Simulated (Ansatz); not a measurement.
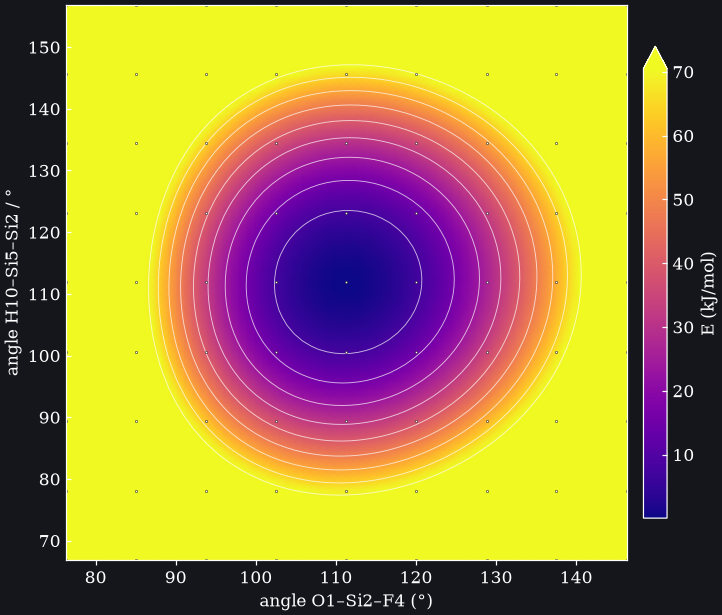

ClFH4O2Si2, SMILES O[Si](O)(F)[SiH2]Cl. Coordinates scanned: (1) angle O1–Si2–F4; (2) angle H10–Si5–Si2. Nothing is relaxed (all other coordinates rigid). The scan uses a 9 × 9 grid. Points are written as (first, second). All energies are given in kJ/mol relative to the lowest grid point. The calculation used RKS PBE0-D4/def2-SVP in Ansatz.

The picture shows a smooth colour map with a few white contour lines, dots at the grid points, one colour for all values above the top of the scale. Between grid points the surface is interpolated.

**Estimate the position of the minimum and the force constants in these coordinates.**

The interpolated minimum is at angle O1–Si2–F4 ≈ 111.3°, angle H10–Si5–Si2 ≈ 111.9°. The curvatures there are about 6.4 eV/rad² and 4 eV/rad², with a cross term of about −0.1 eV/rad². Round the minimum the two coordinates are nearly uncoupled. (1 eV is 96.5 kJ/mol.)
